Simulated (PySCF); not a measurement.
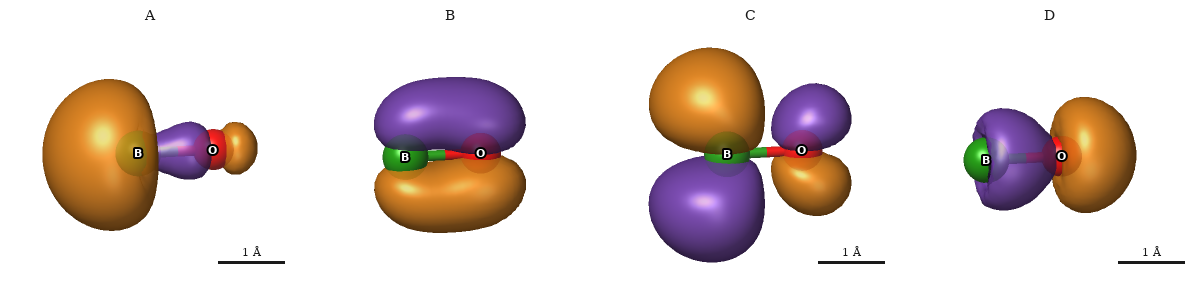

Figure 1: BO (charge +1). Four frontier orbitals, each drawn at the value that holds 80 % of its norm (orange and purple are the two phases), in no order; of a degenerate pair one member is drawn.

Method: PBE0/def2-SVPD, non-relativistic Hamiltonian with scalar-relativistic core potentials where named, at a bond length of 1.188 Å (PySCF).

Name the orbitals and rank them from lowest to highest energy.

Orbital D: σ, occupied, −21.51 eV; mainly on O (80 %).
Orbital B: π, occupied, −20.03 eV; mainly on O (70 %).
Orbital A: σ, empty, −16.01 eV; mainly on B (90 %).
Orbital C: π, empty, −8.97 eV; mainly on B (70 %).
